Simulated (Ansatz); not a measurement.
# Calculations on GaHCl₃F

Part 1: Relaxation

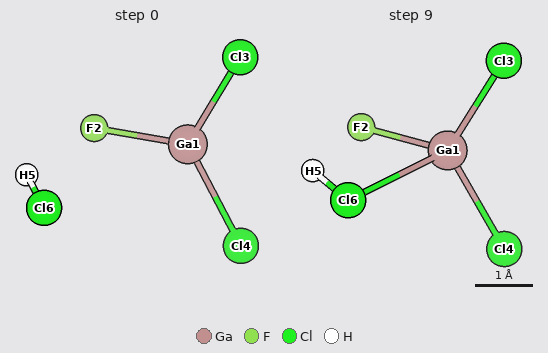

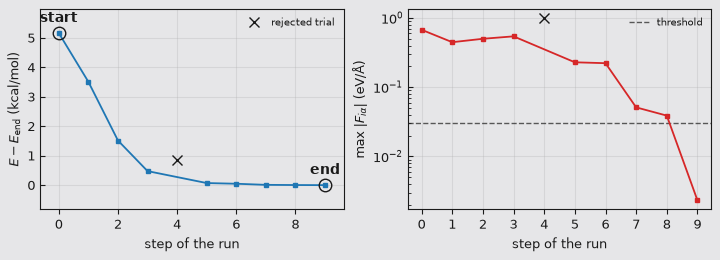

First and last geometry of a relaxation of GaHCl$_{3}$F, with the history of the run. A ball-and-stick model, seen at a tilt.

The run prepares an end point of a later path (reaction) calculation, from a guessed geometry.

Computed with Ansatz, RKS PBE0/def2-SVP. Set-up: no spin polarisation; force threshold 0.03 eV/Å; at most 50 steps.

Question: Read the history and describe the run.

Answer: It converged. The largest move after the best rigid fit is that of Cl6, 0.61 Å. Largest moves by element: Cl 0.61 Å, Ga 0.35 Å, H 0.27 Å, F 0.13 Å. Near-neighbour distances that change, for instance: Ga1–Cl6 3.533 → 2.606 Å, Ga1–Cl3 2.110 → 2.124 Å, Ga1–F2 1.772 → 1.778 Å. New bonds form, among them: Ga1–Cl6 (3.53 → 2.61 Å). Over 8 accepted moves (9 points after the start) the energy falls by 5.16 kcal/mol. Largest force component: 0.68 eV/Å at the start, 0.0023 eV/Å at the end. The line search rejected the trial step at point 4 of the run.

```
step  E − E(0), kcal/mol  largest force component, eV/Å      note
   0                0.00                         0.6752          
   1               -1.65                         0.4465          
   2               -3.65                         0.5002          
   3               -4.69                         0.5423          
   4               -4.31                         1.0028  rejected
   5               -5.09                         0.2288          
   6               -5.12                         0.2221          
   7               -5.15                         0.0511          
   8               -5.16                         0.0388          
   9               -5.16                         0.0023
```

Part 2: Relaxation

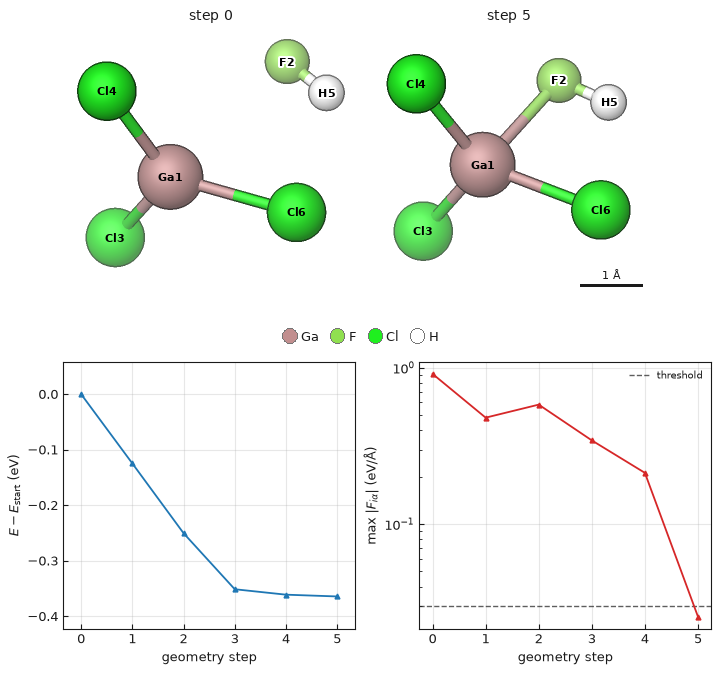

First and last geometry of a relaxation of GaHCl3F, with the history of the run. A ball-and-stick model, seen from a free direction.

The run prepares an end point of a later path (reaction) calculation, from a guessed geometry.

All numbers below come from RKS PBE0/def2-SVP (Ansatz). (no spin polarisation; force threshold 0.03 eV/Å; at most 50 steps)

Read the history and describe the run.

Answer. It converged. The energy falls by 0.364 eV in 5 geometry steps. Largest force component: 0.91 eV/Å at the start, 0.026 eV/Å at the end. The largest move after the best rigid fit is that of F2, 0.58 Å. By element the largest moves are F 0.58 Å, Ga 0.35 Å, H 0.34 Å, Cl 0.24 Å. Among the contacts that change: Ga1–F2 3.080 → 2.165 Å, F2–H5 0.911 → 0.944 Å, Ga1–Cl6 2.210 → 2.177 Å, Ga1–Cl3 2.117 → 2.129 Å. New bonds form, among them: Ga1–F2 (3.08 → 2.17 Å).

```json
{"step": "0", "E − E(0), eV": "0.0000", "largest force component, eV/Å": "0.9139"}
{"step": "1", "E − E(0), eV": "-0.1247", "largest force component, eV/Å": "0.4800"}
{"step": "2", "E − E(0), eV": "-0.2503", "largest force component, eV/Å": "0.5814"}
{"step": "3", "E − E(0), eV": "-0.3513", "largest force component, eV/Å": "0.3435"}
{"step": "4", "E − E(0), eV": "-0.3611", "largest force component, eV/Å": "0.2130"}
{"step": "5", "E − E(0), eV": "-0.3643", "largest force component, eV/Å": "0.0257"}
```

Limits of the set-up: the start holds two separate molecules, 2.6 Å apart at their closest, whose relative position is a soft coordinate and is computed without a dispersion correction.

Part 3: Path

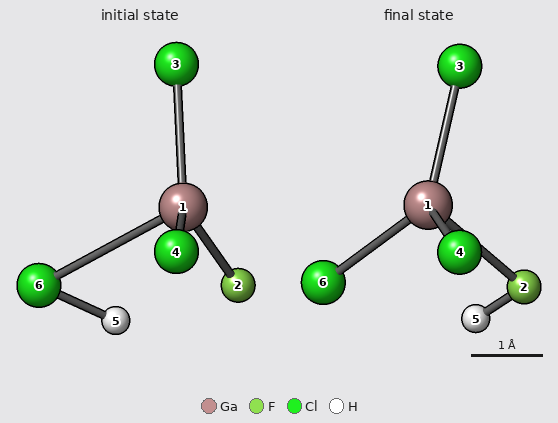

The two relaxed end points of a path for GaHCl3F. Style: ball-and-stick. Shown from a free direction.

Level of theory: Ansatz 0.2.0, RKS PBE0/def2-SVP.

Settings: 7 movable images; climbing image; force threshold 0.03 eV/Å; iteration limit 60.

Start:
```xyz
6

Ga   -0.3746   -0.5892    0.1220
F    -1.2047    0.8371   -0.5389
Cl    0.1225   -2.1212   -1.2631
Cl   -0.6073   -0.9391    2.2043
H     0.4807    1.6902   -0.4750
Cl    1.5833    1.1221   -0.0493
```

End:
```xyz
6

Ga    0.1712   -0.5946    0.2396
F    -0.9875    1.0469   -0.5679
Cl   -0.0052   -2.0514   -1.3022
Cl   -0.7284   -0.8779    2.1477
H    -0.2469    1.6313   -0.6086
Cl    1.7968    0.8456    0.0914
```

Question: Predict the minimum-energy path and its barrier.

Answer: The energy climbs by 0.03 eV to image 3 and then falls by 0.46 eV, so the end point sits at −0.43 eV. A hydrogen atom shifts from one atom to another. Breaking: H5–Cl6 (1.31 → 1.41 at the top → 2.30 Å). Forming: F2–H5 (1.89 → 1.39 at the top → 0.94 Å). The band converged in 7 iterations. The largest component of the band force went from 2.7 to 0.011 eV/Å. The climbing image converged on the top of the path. Its vibrational analysis gives one imaginary mode (283i cm⁻¹), as a transition state must have.

Energies of the converged images:

```tsv
image	path (Å)	E (eV)
0	0.00	0.000
1	0.14	0.005
2	0.28	0.019
3	0.42	0.032
4	0.59	-0.029
5	0.77	-0.204
6	0.94	-0.348
7	1.11	-0.415
8	1.29	-0.429
```

The geometry at the top of the path:

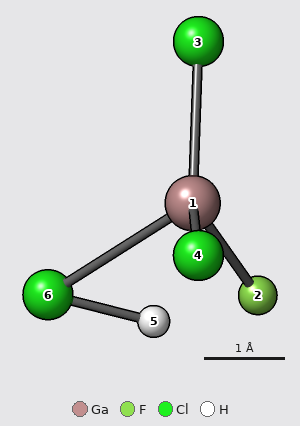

The run took 2 min on 2 threads of Intel(R) Xeon(R) Platinum 8488C (Sapphire Rapids), with other jobs on the host, peak memory 0.3 GiB.
